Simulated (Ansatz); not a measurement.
# AlH₅O₃Se: what the fields show

```xyz
10

Al    0.1864   -0.3416    0.0512
O     0.0977    1.5533   -0.5037
O     0.9558   -0.3754    1.5624
O     1.0964   -0.6897   -1.3573
H    -0.7734    1.8895   -0.6821
Se   -2.1182   -0.9215   -0.0425
H     0.6299    1.6375   -1.2900
H     0.6554   -0.6502    2.4088
H     1.6625   -1.4243   -1.5142
H    -2.3928   -0.6777    1.3674
```

These are results of Ansatz, RHF/def2-SVP, not measurements.

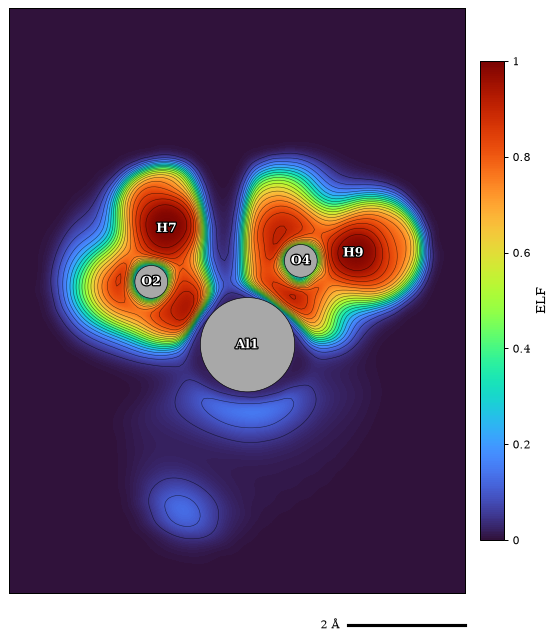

Figure 1. Electron localisation function on the plane of atoms Al1, O2 and H7. Grey discs cover the atomic cores.

Interpret the plot.

Answer.
- Atoms in the plane: Al, O and H.
- Al–O (1.71 Å): the ELF peaks at about 0.85 in the valence shell of O, 0.6 Å from its nucleus, and is about 0.40 at the midpoint.
- O–H (0.95 Å): the ELF climbs to about 1 towards the hydrogen, as it does in any bond to H: an ordinary covalent bond to hydrogen.
- The ELF also peaks beside O4, away from the bonds: lone-pair regions.

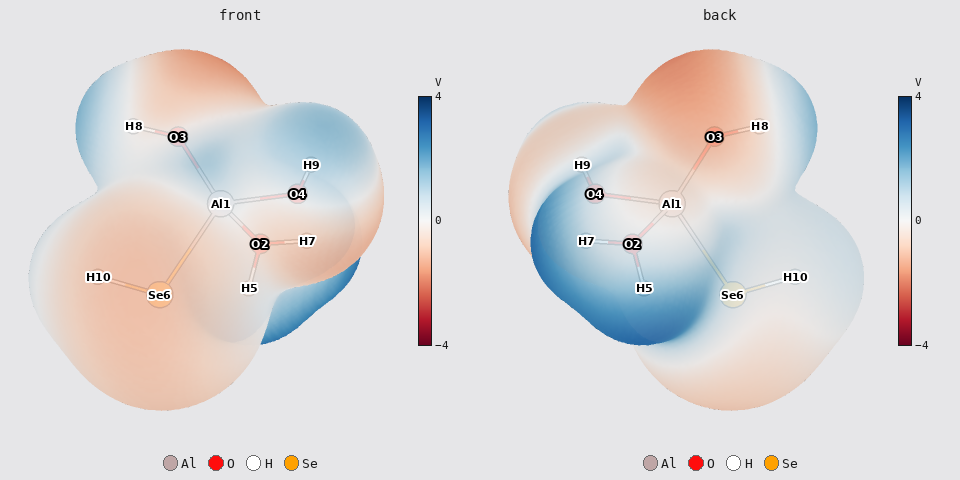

Figure 2. The molecular electrostatic potential painted on the density surface at 0.001 e/bohr³, seen from the front and from behind; red is negative and blue positive.

Describe the electrostatic potential map.

Answer. The most negative region (about −1.8 V) lies over O3, the most positive (about +3.0 V) over H5. O3 is the likeliest acceptor of a hydrogen bond.

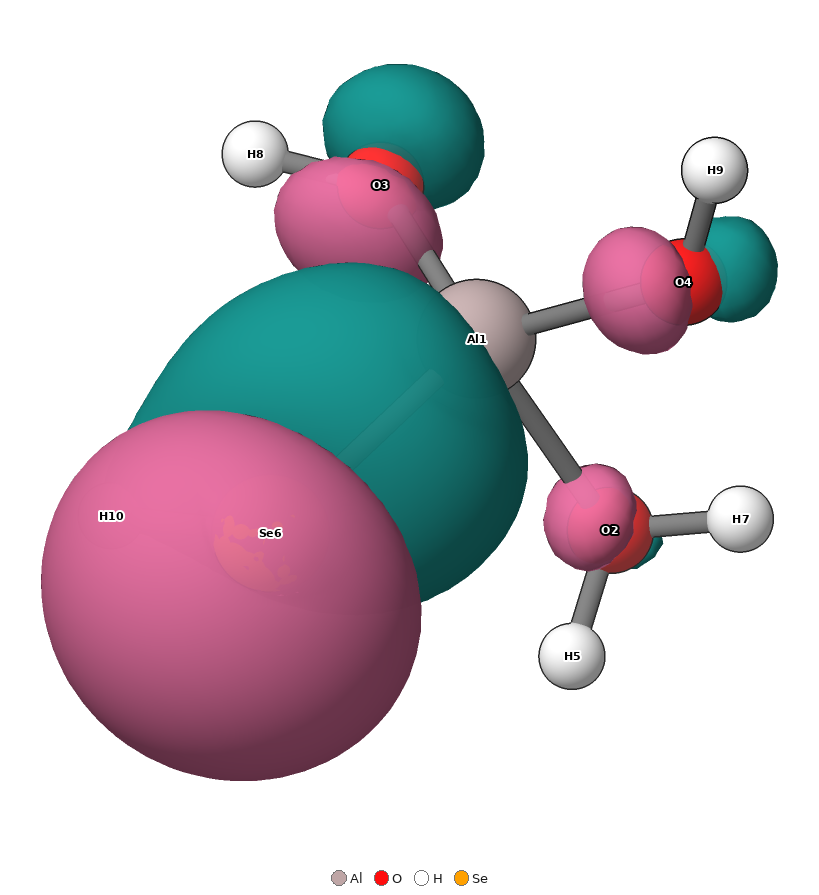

Figure 3. The HOMO−1 at ±0.1 Å⁻³ᐟ² (teal and pink are the two phases), seen across its widest extent.

What is the character of this orbital?

Answer. It lies mainly on Se6 (about 75 %) and Al1 (about 15 %); largely a lone pair of Se6. Its energy is −10.35 eV.
